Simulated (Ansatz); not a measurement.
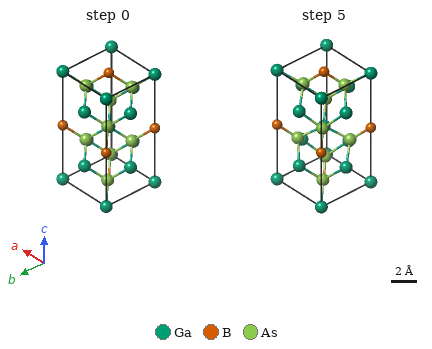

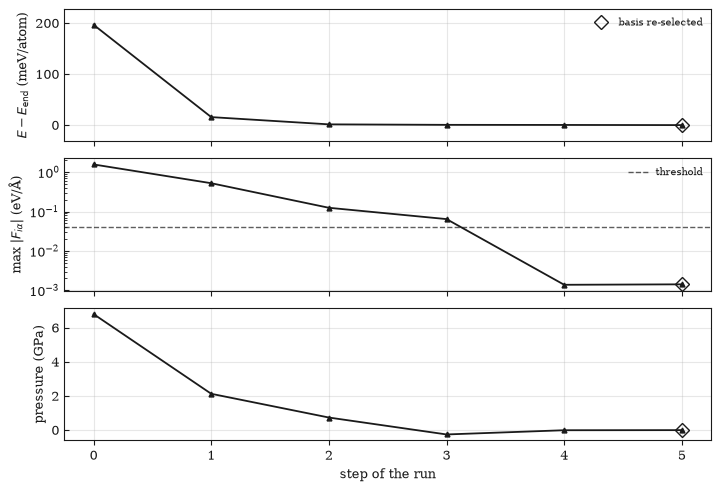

First and last geometry of a relaxation of a crystal of Ga3BAs4 (a generated structure, set up in I-42m) (coarse preliminary run), with the history of the run. Style: ball-and-stick. Shown: the conventional cell (2 times the calculation's cell), from a free direction. Lengths and directions refer to the drawn axes.

Theory: DFT PBE, scalar-relativistic, plane waves, PAW (Ansatz 0.2.0).

Input file:
```yaml
crystal:
  lattice:
    - [-2.70787896, 2.70787896, 5.41575792]
    - [2.70787896, -2.70787896, 5.41575792]
    - [2.70787896, 2.70787896, -5.41575792]
  atoms:
    - { symbol: Ga, position: [0.0, 0.0, 0.0] }
    - { symbol: Ga, position: [0.25, 0.75, 0.5] }
    - { symbol: Ga, position: [0.75, 0.25, 0.5] }
    - { symbol: B, position: [0.5, 0.5, 0.0] }
    - { symbol: As, position: [0.625, 0.625, 0.5] }
    - { symbol: As, position: [0.125, 0.125, 0.5] }
    - { symbol: As, position: [0.875, 0.375, 0.0] }
    - { symbol: As, position: [0.375, 0.875, 0.0] }
basis:
  ecutwfc: 420
kpoints:
  mp_grid: { grid: [4, 4, 4] }
hamiltonian:
  xc: pbe
scf:
  occupations: { method: gaussian, width: 0.1 }
  lower_state_search: "off"
output:
  forces: true
  stress: true
  eigenvalues: true
relax:
  adjacent_minimum: "off"
  f_tol: 0.04
  max_steps: 70
  cell: { stress_tol: 0.4 }
```

Command:
```bash
ansatz run input.yaml --threads 1 --pin off --max-ram 2560MiB --backend cpu --events-out ev --progress --plain --runs-dir out
```

**Did the run converge, and what did it change?**

It converged. The largest moves relative to the cell, 0.26 Å, are those of As5, As6, As7 and As8. As6 goes along [3 3 1]. Ga and B stay in place. The drawn cell changes as follows: a = b 5.416 → 5.516 Å (+1.9 %), c 10.832 → 10.948 Å (+1.1 %); the volume changes by +4.9 %. Near-neighbour distances that change, for instance: B4–As5 2.345 → 2.129 Å, Ga1–As5 2.345 → 2.517 Å, Ga2–As5 2.345 → 2.460 Å. Among the angles between lasting bonds that change: As5–Ga1–As6 109.5° → 120.1°, Ga1–As7–Ga2 109.5° → 102.6°, Ga2–As7–B4 109.5° → 115.5°. The space group stays I-42m (No. 121). Over 4 accepted moves (5 points after the start) the energy falls by 197 meV per atom. The largest force component goes from 1.6 to 0.0014 eV/Å. Pressure: 6.80 GPa at the start and 0.00 GPa at the end. The SCF was repeated once at an unchanged geometry on a basis and grid sized afresh for the cell, which shifted the energy by 0.3 meV per atom at most.

| step | E − E(0), meV/atom | largest force component, eV/Å | pressure, GPa | volume, Å³/atom | note |
| --- | --- | --- | --- | --- | --- |
| 0 | 0.00 | 1.5712 | 6.80 | 19.856 |  |
| 1 | -181.03 | 0.5241 | 2.13 | 20.288 |  |
| 2 | -195.25 | 0.1247 | 0.73 | 20.628 |  |
| 3 | -196.21 | 0.0643 | -0.26 | 20.893 |  |
| 4 | -196.39 | 0.0014 | -0.01 | 20.823 |  |
| 5 | -196.69 | 0.0014 | 0.00 | 20.823 | same geometry, new basis |
